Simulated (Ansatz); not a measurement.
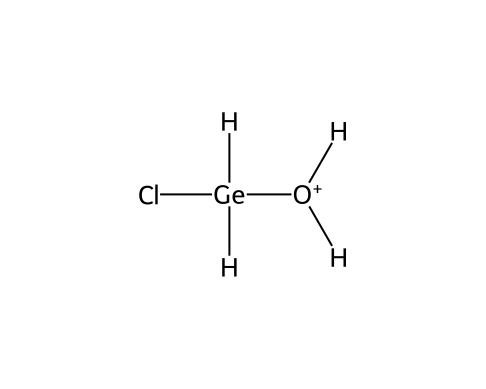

The drawing above gives the connectivity. Charge +1, singlet. The computed structure is the end point of a PBE0-D4/def2-TZVP optimisation. No frequency run is at hand to confirm it as a minimum.

What does the molecule look like in three dimensions?

Formula ClGeH₄O⁺. SMILES: `[OH2+][GeH2][Cl]`. The point group is Cs. Coordination, clear cases only: 1 Ge tetrahedral.

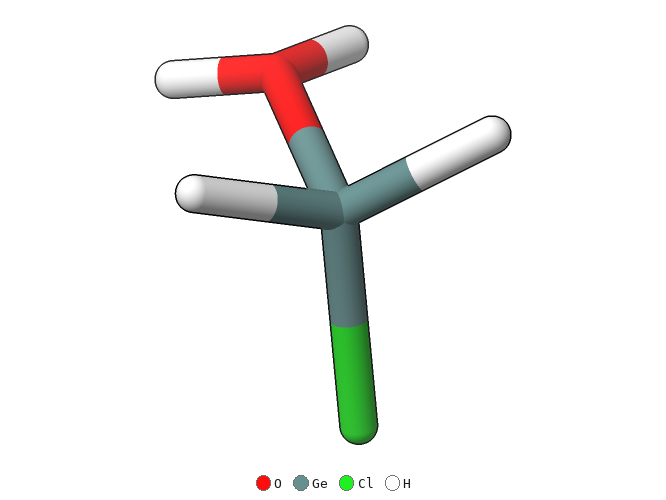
